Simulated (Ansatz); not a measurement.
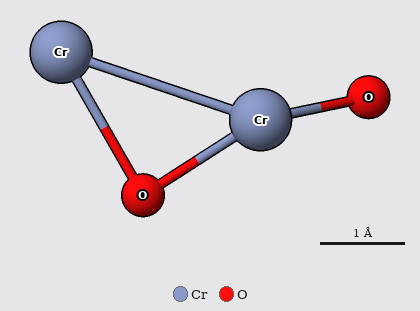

*The structure as given in the input (ball-and-stick view, seen at a tilt). Sticks mark near contacts.*

# Single-point calculation of Cr₂O₂ (charge −1)

- system: Cr₂O₂, charge −1, multiplicity 6
- method: UKS PBE0-D4/def2-TZVPD (Ansatz 0.2.0)

The geometry comes from this level: PBE-D4/def2-SVPD.

The input:
```yaml
crystal:
  periodic: [false, false, false]
  atoms:
    - {symbol: Cr, position_ang: [-0.682105, -0.059888, 0.253758]}
    - {symbol: Cr, position_ang: [1.528510, 1.181298, -0.047038]}
    - {symbol: O, position_ang: [0.125819, 0.355631, -1.183063]}
    - {symbol: O, position_ang: [-0.972224, -1.477041, 0.976342]}
basis:
  gaussian: {orbitals: def2-TZVPD, initial_orbitals: start.molden}
total_charge: -1
magnetization: {spin_polarized: true, initial_magnetization: 5}
hamiltonian: {xc: pbe0, dispersion: d4}
scf: {omitted_lower_state_checks: [starts]}
output: {orbitals: {seedname: orbitals}}
```

Run as:
```bash
ansatz run in.yaml --threads 4 --pin off --events-out ev --progress --plain --max-ram 3916MiB
```

The program's output:
```
Functional definition: PBE0
  name "PBE0"
  cite "Adamo & Barone, J. Chem. Phys. 110, 6158 (1999) doi:10.1063/1.478522"
  cite "Perdew, Burke & Ernzerhof, Phys. Rev. Lett. 77, 3865 (1996) doi:10.1103/PhysRevLett.77.3865"
  parent pbe
  parameter a = 0.25
  parameter kappa = 0.804
  parameter beta = 0.06672455060314922
  exchange = (1 - a)*pbe_x(kappa = kappa, mu = beta*pi^2/3) + a*exact_x
  correlation = pbe_c(beta = beta)
these checks for a lower state are left out or cut short: starts
1360 factors; their error is unknown
mean field evaluation 1: about -60920.0447 eV, gradient 1.1e2 eV
mean field evaluation 2: about -60923.5043 eV, gradient 4.9e0 eV
mean field evaluation 4: about -60923.9604 eV, gradient 1.1e-1 eV
mean field evaluation 8: about -60924.1469 eV, gradient 4.9e-3 eV
mean field evaluation 16: about -60924.1469 eV, gradient 1.4e-5 eV
mean field -60924.14689615 eV, -2238.9211025637 hartree, gradient 9.4e-6 eV, S^2 10.187866; 0 other end points of the search recorded, 0 dependent functions left out
reference -60924.14693055 eV, -2238.9211038277 hartree; 35, 30 occupied and 141, 146 virtual orbitals, 1360 factors
Total energy: -60924.26284593 eV, -2238.9253636395 hartree
Checks for a lower state left out: starts
```

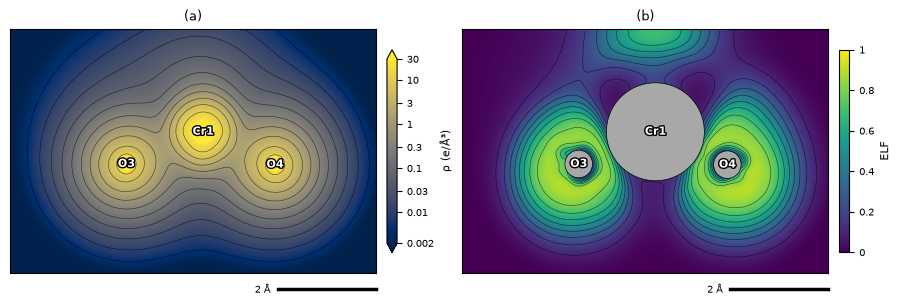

*(a) total electron density; (b) ELF on the plane of atoms O3, Cr1 and O4. Grey discs, where drawn, cover atomic cores.*

The section cuts through Cr and O sites. Cr–O (1.62 Å): ρ is about 1.7 e/Å³ halfway; the ELF peaks at about 0.80 in the valence shell of O, 0.5 Å from its nucleus, and is about 0.35 at the midpoint. Cr–O (1.70 Å): ρ at the midpoint is about 1.3 e/Å³; the ELF peaks at about 0.80 in the valence shell of O, 0.5 Å from its nucleus, and is about 0.30 at the midpoint.

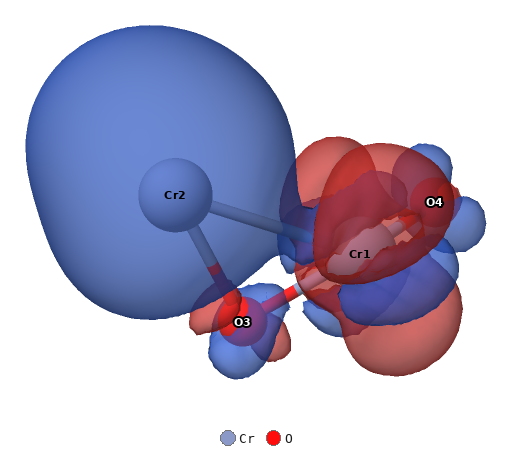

*Isosurfaces of the spin density (α minus β) at +0.02 (blue) and −0.02 e/Å³ (red), seen at a tilt.*

The unpaired spin (5 electrons) lies mostly on Cr2 (about 5.3), in electrons by Hirshfeld's partition, with opposite, polarisation-induced spin on Cr1.

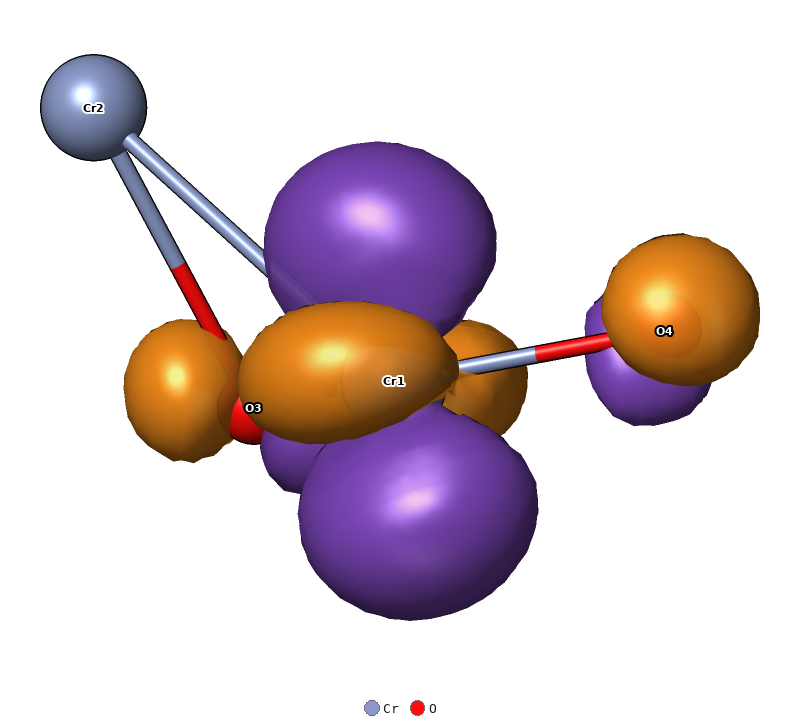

*One frontier orbital at ±0.2 Å⁻³ᐟ² (orange and purple are the two phases), seen at a tilt.*

The HOMO−1 (β), at −2.51 eV. Its weight (Hirshfeld) is mainly on Cr1 (75 %), O4 (10 %) and O3 (10 %).

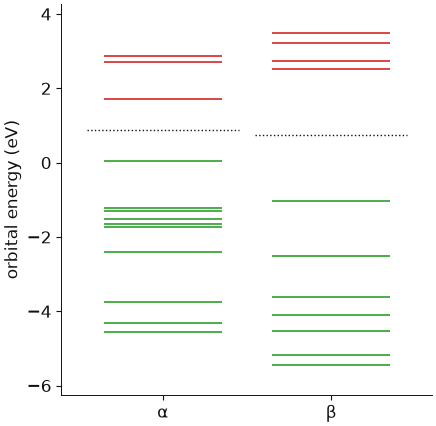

*Orbital energies near the frontier for α and β spins; the dotted line parts filled from empty levels, and levels within 0.02 eV of each other stand side by side.*

α: highest filled 0.04 eV, lowest empty 1.71 eV, 1.67 eV apart; β: highest filled −1.03 eV, lowest empty 2.52 eV, 3.55 eV apart.

Results in brief:

| quantity | value |
| --- | --- |
| outcome | converged |
| total energy | −60924.2628 eV |
| mean-field energy | −60924.1469 eV |
| dispersion energy | −0.1159 eV |
| ⟨S²⟩ | 10.188 |
| SCF solution under orbital rotations | stable |
| HOMO (either spin) | 0.04 eV |
| LUMO (either spin) | 1.71 eV |
| hardware | 4 threads of Arm Neoverse V2, 23 GiB of memory available, shared host |
| wall time | 16 s (CPU time 61 s) |
| peak memory | 0.92 GiB |

Remarks:

⟨S²⟩ is 10.19 against 8.75 for a pure state: the solution is spin-contaminated. The highest filled orbital lies above zero: either the extra electron isn't bound at this level, or the self-interaction error of the functional lifts the level.
